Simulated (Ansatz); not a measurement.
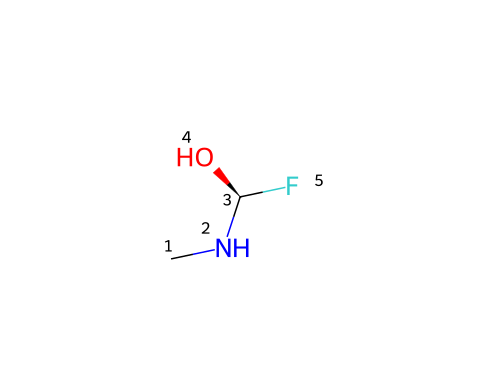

A structural formula, with wedges where it has stereocentres; small numbers name the atoms. The configuration is that of a computed structure (PBE0-D4/def2-TZVP).

### Assign CIP descriptors.

C3: S.
